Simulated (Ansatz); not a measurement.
**Nudged elastic band, with input and output: ZrH3ClO3F (part 1 of 2)**

- system: ZrH3ClO3F, multiplicity 2
- method: UKS PBE/def2-SVP (Ansatz 0.2.0)

The run did not end well. One setting was made poor on purpose. It belongs to a series of runs on one base structure; here: band between the two ends.

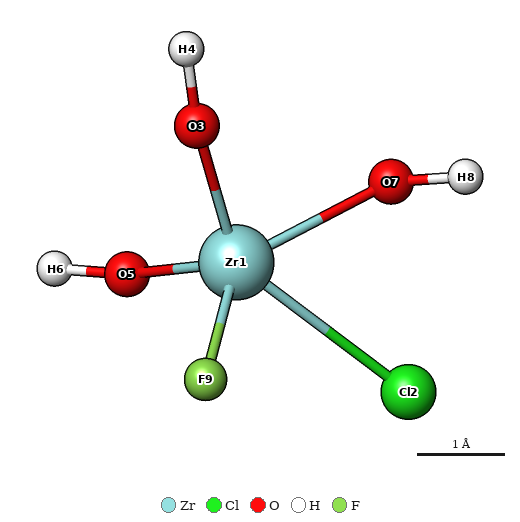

The input geometry (ball-and-stick view, seen at an oblique angle; atoms are numbered from 1 in the order of the input). Sticks mark near contacts.

The input
```yaml
crystal:
  periodic: [false, false, false]
  atoms:
    - { symbol: Zr, position_ang: [-0.044501, 0.037346, 0.735382] }
    - { symbol: Cl, position_ang: [-2.059674, -1.173848, 1.915014] }
    - { symbol: O, position_ang: [1.603953, -0.228801, -0.232367] }
    - { symbol: H, position_ang: [2.312444, -0.452317, -0.851506] }
    - { symbol: O, position_ang: [-0.897672, 1.599315, 0.015293] }
    - { symbol: H, position_ang: [-1.000193, 2.475565, -0.380915] }
    - { symbol: O, position_ang: [-0.910625, -1.694747, -0.165194] }
    - { symbol: H, position_ang: [-0.778052, -2.621321, 0.120869] }
    - { symbol: F, position_ang: [0.68232, 0.410307, 2.480925] }
magnetization:
  spin_polarized: true
  initial_magnetization: 1
basis:
  gaussian: { orbitals: def2-SVP }
hamiltonian:
  xc: pbe
neb:
  order_check: false
  images: 3
  f_tol: 0.05
  max_iterations: 60
  climbing: true
  final_atoms:
    - { symbol: Zr, position_ang: [-0.34159006, -0.12164428, 0.72924772] }
    - { symbol: Cl, position_ang: [1.79710992, 0.88987077, 1.88919701] }
    - { symbol: O, position_ang: [1.57625005, -0.38847563, -0.16835663] }
    - { symbol: H, position_ang: [2.27103646, -1.011541, 0.12728466] }
    - { symbol: O, position_ang: [-1.16983131, 1.4591159, 0.01957263] }
    - { symbol: H, position_ang: [-1.83702151, 2.03967567, -0.3724455] }
    - { symbol: O, position_ang: [-1.05171175, -1.63382822, -0.23521224] }
    - { symbol: H, position_ang: [-1.29541998, -2.35572412, -0.83031797] }
    - { symbol: F, position_ang: [-1.04082183, -0.52595009, 2.47853131] }
  initial_path:
    images:
      - { positions_ang: [[-0.044501, 0.037346, 0.735382], [-2.059674, -1.173848, 1.915014], [1.603953, -0.228801, -0.232367], [2.312444, -0.452317, -0.851506], [-0.897672, 1.599315, 0.015293], [-1.000193, 2.475565, -0.380915], [-0.910625, -1.694747, -0.165194], [-0.778052, -2.621321, 0.120869], [0.68232, 0.410307, 2.480925]] }
      - { positions_ang: [[-0.00647225, 0.04024533, 0.38468635], [-1.11139136, -0.72915577, 2.34633309], [1.81538626, -0.07862888, -0.3746684], [2.32248101, -0.66032258, -0.78841615], [-0.87902085, 1.71356672, -0.24840828], [-1.40228461, 2.06337956, -0.60281378], [-0.91754319, -1.61007918, -0.54112246], [-1.10951204, -2.34398484, -0.05882032], [0.19635701, -0.04352137, 3.52073095]] }
      - { positions_ang: [[0.0315565, 0.04314467, 0.0339907], [-0.16310872, -0.28446354, 2.77765218], [2.02681953, 0.07154324, -0.51696979], [2.33251803, -0.86832817, -0.7253263], [-0.8603697, 1.82781844, -0.51210956], [-1.80437622, 1.65119412, -0.82471256], [-0.92446137, -1.52541135, -0.91705092], [-1.44097208, -2.06664868, -0.23850965], [-0.28960597, -0.49734973, 4.5605369]] }
      - { positions_ang: [[-0.15501678, -0.03924981, 0.38161921], [0.8170006, 0.30270361, 2.33342459], [1.80153479, -0.15846619, -0.34266321], [2.30177724, -0.93993458, -0.29902082], [-1.0151005, 1.64346717, -0.24626847], [-1.82069886, 1.8454349, -0.59857903], [-0.98808656, -1.57961979, -0.57613158], [-1.36819603, -2.2111864, -0.53441381], [-0.6652139, -0.51164991, 3.51953411]] }
      - { positions_ang: [[-0.34159006, -0.12164428, 0.72924772], [1.79710992, 0.88987077, 1.88919701], [1.57625005, -0.38847563, -0.16835663], [2.27103646, -1.011541, 0.12728466], [-1.16983131, 1.4591159, 0.01957263], [-1.83702151, 2.03967567, -0.3724455], [-1.05171175, -1.63382822, -0.23521224], [-1.29541998, -2.35572412, -0.83031797], [-1.04082183, -0.52595009, 2.47853131]] }
```

Run on 4 threads of AMD EPYC (Zen 3), 32 GiB of memory available, shared host.

Launch command:
```bash
ansatz run input.yaml --threads 4 --pin off --max-ram 5120MiB --backend cpu --events-out ev --progress --plain --runs-dir out
```

The program's output
```
Engine: ansatz 0.2.0, x86_64-unknown-linux-gnu
Functional definition: PBE
  parameter kappa = 0.804
  parameter beta = 0.06672455060314922
  exchange = pbe_x(kappa = kappa, mu = beta*pi^2/3)
  correlation = pbe_c(beta = beta)
1224 factors; their error is unknown
mean field evaluation 1: about -22671.7051 eV, gradient 7.5e1 eV
mean field evaluation 2: about -22400.6859 eV, gradient 2.4e2 eV
mean field evaluation 4: about -22684.6542 eV, gradient 4.5e1 eV
mean field evaluation 8: about -22692.1771 eV, gradient 3.4e0 eV
mean field evaluation 16: about -22692.1810 eV, gradient 6.4e-3 eV
mean field evaluation 32: about -22689.9365 eV, gradient 5.4e0 eV
mean field -22692.18097352 eV, -833.9222694640 hartree, gradient 5.7e-5 eV, S^2 0.752638; 4 other end points of the search recorded, 0 dependent functions left out
the calculation of the forces begins
reference -22692.18106105 eV, -833.9222726809 hartree; 33, 32 occupied and 87, 88 virtual orbitals, 1224 factors
1224 factors; their error is unknown
mean field evaluation 64: about -22689.8037 eV, gradient 5.2e0 eV
mean field -22692.18086005 eV, -833.9222652942 hartree, gradient 5.6e-5 eV, S^2 0.752636; 4 other end points of the search recorded, 0 dependent functions left out
[... from here on the field's lines of each further geometry are left out, up to the last ...]
NEB iter   1: max|band force component| = 2.493e1 eV/Å  barrier→ = 6.4594 eV  barrier← = 6.4593 eV  Δτ_max = 0.2000 Å  (361 SCF iters)
NEB iter   2: max|band force component| = 2.903e0 eV/Å  barrier→ = 3.0335 eV  barrier← = 3.0334 eV  Δτ_max = 0.1966 Å  (116 SCF iters)
NEB iter   3: max|band force component| = 2.324e0 eV/Å  barrier→ = 2.6690 eV  barrier← = 2.6689 eV  Δτ_max = 0.2000 Å  (117 SCF iters)
NEB iter   4: max|band force component| = 6.519e-1 eV/Å  barrier→ = 2.4031 eV  barrier← = 2.4030 eV  Δτ_max = 0.1605 Å  (114 SCF iters)
NEB iter   5: max|band force component| = 5.762e-1 eV/Å  barrier→ = 2.3416 eV  barrier← = 2.3415 eV  Δτ_max = 0.1993 Å  (103 SCF iters)
NEB iter   6: max|band force component| = 4.381e-1 eV/Å  barrier→ = 2.2965 eV  barrier← = 2.2963 eV  CI = image 2  Δτ_max = 0.2000 Å  (118 SCF iters)
NEB iter   7: max|band force component| = 3.323e-1 eV/Å  barrier→ = 2.2730 eV  barrier← = 2.2729 eV  CI = image 2  Δτ_max = 0.2000 Å  (115 SCF iters)
NEB iter   8: max|band force component| = 3.413e-1 eV/Å  barrier→ = 2.2473 eV  barrier← = 2.2472 eV  CI = image 2  Δτ_max = 0.1014 Å  (118 SCF iters)
NEB iter   9: max|band force component| = 2.575e-1 eV/Å  barrier→ = 2.2295 eV  barrier← = 2.2294 eV  CI = image 2  Δτ_max = 0.1009 Å  (106 SCF iters)
NEB iter  10: max|band force component| = 3.422e-1 eV/Å  barrier→ = 2.2043 eV  barrier← = 2.2042 eV  CI = image 2  Δτ_max = 0.2000 Å  (105 SCF iters)
NEB iter  11: max|band force component| = 4.158e-1 eV/Å  barrier→ = 2.1575 eV  barrier← = 2.1574 eV  CI = image 2  Δτ_max = 0.2000 Å  (107 SCF iters)
NEB iter  12: max|band force component| = 6.417e-1 eV/Å  barrier→ = 2.1136 eV  barrier← = 2.1134 eV  CI = image 2  Δτ_max = 0.1012 Å  (111 SCF iters)
NEB iter  13: max|band force component| = 2.212e-1 eV/Å  barrier→ = 2.0925 eV  barrier← = 2.0924 eV  CI = image 2  Δτ_max = 0.2000 Å  (106 SCF iters)
NEB iter  14: max|band force component| = 6.404e-1 eV/Å  barrier→ = 2.0512 eV  barrier← = 2.0511 eV  CI = image 2  Δτ_max = 0.1005 Å  (131 SCF iters)
NEB iter  15: max|band force component| = 1.099e0 eV/Å  barrier→ = 2.0304 eV  barrier← = 2.0302 eV  CI = image 2  Δτ_max = 0.0506 Å  (129 SCF iters)
NEB iter  16: max|band force component| = 6.217e-1 eV/Å  barrier→ = 2.0197 eV  barrier← = 2.0195 eV  CI = image 2  Δτ_max = 0.0503 Å  (129 SCF iters)
NEB iter  17: max|band force component| = 3.078e-1 eV/Å  barrier→ = 2.0088 eV  barrier← = 2.0086 eV  CI = image 2  Δτ_max = 0.1010 Å  (134 SCF iters)
NEB iter  18: max|band force component| = 5.085e-1 eV/Å  barrier→ = 1.9860 eV  barrier← = 1.9859 eV  CI = image 2  Δτ_max = 0.0501 Å  (134 SCF iters)
NEB iter  19: max|band force component| = 4.487e-1 eV/Å  barrier→ = 1.9740 eV  barrier← = 1.9739 eV  CI = image 2  Δτ_max = 0.0501 Å  (127 SCF iters)
NEB iter  20: max|band force component| = 4.302e-1 eV/Å  barrier→ = 1.9607 eV  barrier← = 1.9606 eV  CI = image 2  Δτ_max = 0.0501 Å  (131 SCF iters)
NEB iter  21: max|band force component| = 3.584e-1 eV/Å  barrier→ = 1.9467 eV  barrier← = 1.9466 eV  CI = image 2  Δτ_max = 0.0501 Å  (121 SCF iters)
NEB iter  22: max|band force component| = 3.037e-1 eV/Å  barrier→ = 1.9324 eV  barrier← = 1.9322 eV  CI = image 2  Δτ_max = 0.0501 Å  (113 SCF iters)
NEB iter  23: max|band force component| = 1.981e-1 eV/Å  barrier→ = 1.9171 eV  barrier← = 1.9170 eV  CI = image 2  Δτ_max = 0.1004 Å  (109 SCF iters)
NEB iter  24: max|band force component| = 2.515e-1 eV/Å  barrier→ = 1.8828 eV  barrier← = 1.8826 eV  CI = image 2  Δτ_max = 0.1002 Å  (107 SCF iters)
NEB iter  25: max|band force component| = 3.144e-1 eV/Å  barrier→ = 1.8423 eV  barrier← = 1.8421 eV  CI = image 2  Δτ_max = 0.2000 Å  (106 SCF iters)
NEB iter  26: max|band force component| = 4.893e-1 eV/Å  barrier→ = 1.7330 eV  barrier← = 1.7329 eV  CI = image 2  Δτ_max = 0.2000 Å  (105 SCF iters)
NEB iter  27: max|band force component| = 8.322e-1 eV/Å  barrier→ = 1.5687 eV  barrier← = 1.5685 eV  CI = image 2  Δτ_max = 0.2000 Å  (112 SCF iters)
NEB iter  28: max|band force component| = 1.020e0 eV/Å  barrier→ = 1.2948 eV  barrier← = 1.2947 eV  CI = image 2  Δτ_max = 0.0995 Å  (109 SCF iters)
NEB iter  29: max|band force component| = 1.062e0 eV/Å  barrier→ = 1.2484 eV  barrier← = 1.2483 eV  CI = image 2  Δτ_max = 0.2000 Å  (105 SCF iters)
NEB iter  30: max|band force component| = 1.144e0 eV/Å  barrier→ = 0.9979 eV  barrier← = 0.9978 eV  CI = image 2  Δτ_max = 0.2000 Å  (113 SCF iters)
NEB iter  31: max|band force component| = 9.276e-1 eV/Å  barrier→ = 0.6951 eV  barrier← = 0.6950 eV  CI = image 2  Δτ_max = 0.2000 Å  (115 SCF iters)
NEB iter  32: max|band force component| = 1.548e0 eV/Å  barrier→ = 0.5927 eV  barrier← = 0.5926 eV  CI = image 2  Δτ_max = 0.1022 Å  (121 SCF iters)
NEB iter  33: max|band force component| = 3.496e-1 eV/Å  barrier→ = 0.5052 eV  barrier← = 0.5051 eV  CI = image 2  Δτ_max = 0.1505 Å  (112 SCF iters)
NEB iter  34: max|band force component| = 3.457e-1 eV/Å  barrier→ = 0.4959 eV  barrier← = 0.4958 eV  CI = image 2  Δτ_max = 0.1985 Å  (108 SCF iters)
NEB iter  35: max|band force component| = 4.609e-1 eV/Å  barrier→ = 0.5219 eV  barrier← = 0.5218 eV  CI = image 2  Δτ_max = 0.1965 Å  (118 SCF iters)
NEB iter  36: max|band force component| = 2.813e-1 eV/Å  barrier→ = 0.5335 eV  barrier← = 0.5334 eV  CI = image 2  Δτ_max = 0.2000 Å  (118 SCF iters)
NEB iter  37: max|band force component| = 4.583e-1 eV/Å  barrier→ = 0.5568 eV  barrier← = 0.5567 eV  CI = image 2  Δτ_max = 0.1002 Å  (120 SCF iters)
NEB iter  38: max|band force component| = 1.655e-1 eV/Å  barrier→ = 0.5680 eV  barrier← = 0.5679 eV  CI = image 2  Δτ_max = 0.2000 Å  (109 SCF iters)
NEB iter  39: max|band force component| = 2.313e-1 eV/Å  barrier→ = 0.5773 eV  barrier← = 0.5772 eV  CI = image 2  Δτ_max = 0.1001 Å  (115 SCF iters)
NEB iter  40: max|band force component| = 1.232e-1 eV/Å  barrier→ = 0.5709 eV  barrier← = 0.5708 eV  CI = image 2  Δτ_max = 0.1893 Å  (106 SCF iters)
NEB iter  41: max|band force component| = 1.445e-1 eV/Å  barrier→ = 0.5580 eV  barrier← = 0.5579 eV  CI = image 2  Δτ_max = 0.2000 Å  (111 SCF iters)
NEB iter  42: max|band force component| = 1.553e-1 eV/Å  barrier→ = 0.5449 eV  barrier← = 0.5448 eV  CI = image 2  Δτ_max = 0.1819 Å  (109 SCF iters)
NEB iter  43: max|band force component| = 1.962e-1 eV/Å  barrier→ = 0.5407 eV  barrier← = 0.5406 eV  CI = image 2  Δτ_max = 0.0899 Å  (114 SCF iters)
NEB iter  44: max|band force component| = 1.718e-1 eV/Å  barrier→ = 0.5414 eV  barrier← = 0.5413 eV  CI = image 2  Δτ_max = 0.0898 Å  (108 SCF iters)
NEB iter  45: max|band force component| = 1.182e-1 eV/Å  barrier→ = 0.5429 eV  barrier← = 0.5428 eV  CI = image 2  Δτ_max = 0.0897 Å  (113 SCF iters)
NEB iter  46: max|band force component| = 1.768e-1 eV/Å  barrier→ = 0.5416 eV  barrier← = 0.5415 eV  CI = image 2  Δτ_max = 0.0699 Å  (111 SCF iters)
NEB iter  47: max|band force component| = 3.428e-1 eV/Å  barrier→ = 0.5307 eV  barrier← = 0.5306 eV  CI = image 2  Δτ_max = 0.0349 Å  (113 SCF iters)
NEB iter  48: max|band force component| = 4.011e-1 eV/Å  barrier→ = 0.5265 eV  barrier← = 0.5264 eV  CI = image 2  Δτ_max = 0.0700 Å  (111 SCF iters)
NEB iter  49: max|band force component| = 4.784e-1 eV/Å  barrier→ = 0.5207 eV  barrier← = 0.5206 eV  CI = image 2  Δτ_max = 0.1398 Å  (110 SCF iters)
NEB iter  50: max|band force component| = 7.149e-1 eV/Å  barrier→ = 0.4941 eV  barrier← = 0.4940 eV  CI = image 2  Δτ_max = 0.1998 Å  (118 SCF iters)
NEB iter  51: max|band force component| = 1.056e0 eV/Å  barrier→ = 0.4041 eV  barrier← = 0.4040 eV  CI = image 2  Δτ_max = 0.1997 Å  (117 SCF iters)
NEB iter  52: max|band force component| = 1.084e0 eV/Å  barrier→ = 0.1805 eV  barrier← = 0.1804 eV  CI = image 2  Δτ_max = 0.1002 Å  (118 SCF iters)
NEB iter  53: max|band force component| = 7.310e-1 eV/Å  barrier→ = 0.1146 eV  barrier← = 0.1145 eV  CI = image 2  Δτ_max = 0.1985 Å  (105 SCF iters)
NEB iter  54: max|band force component| = 3.829e-1 eV/Å  barrier→ = 0.0931 eV  barrier← = 0.0930 eV  CI = image 2  Δτ_max = 0.1853 Å  (107 SCF iters)
NEB iter  55: max|band force component| = 6.522e-1 eV/Å  barrier→ = 0.0871 eV  barrier← = 0.0870 eV  CI = image 2  Δτ_max = 0.0838 Å  (110 SCF iters)
NEB iter  56: max|band force component| = 1.190e-1 eV/Å  barrier→ = 0.0691 eV  barrier← = 0.0690 eV  CI = image 2  Δτ_max = 0.0996 Å  (103 SCF iters)
NEB iter  57: max|band force component| = 1.257e-1 eV/Å  barrier→ = 0.0658 eV  barrier← = 0.0657 eV  CI = image 2  Δτ_max = 0.1016 Å  (103 SCF iters)
NEB iter  58: max|band force component| = 2.102e-1 eV/Å  barrier→ = 0.0434 eV  barrier← = 0.0433 eV  CI = image 2  Δτ_max = 0.0500 Å  (103 SCF iters)
NEB iter  59: max|band force component| = 1.139e-1 eV/Å  barrier→ = 0.0366 eV  barrier← = 0.0365 eV  CI = image 2  Δτ_max = 0.0998 Å  (103 SCF iters)
the calculation of the forces begins
reference -22692.15704387 eV, -833.9213900658 hartree; 33, 32 occupied and 87, 88 virtual orbitals, 1224 factors
these checks for a lower state are left out or cut short: starts, cluster_reference, orbital_swaps, neighbouring_geometries, increment
1224 factors; their error is unknown
mean field -22692.16153114 eV, -833.9215549698 hartree, gradient 1.0e-5 eV, S^2 0.752671; 0 other end points of the search recorded, 0 dependent functions left out
the calculation of the forces begins
reference -22692.16161854 eV, -833.9215581819 hartree; 33, 32 occupied and 87, 88 virtual orbitals, 1224 factors
NEB iter  60: max|band force component| = 1.054e-1 eV/Å  barrier→ = 0.0240 eV  barrier← = 0.0239 eV  CI = image 2  Δτ_max = 0.0998 Å  (104 SCF iters)
```
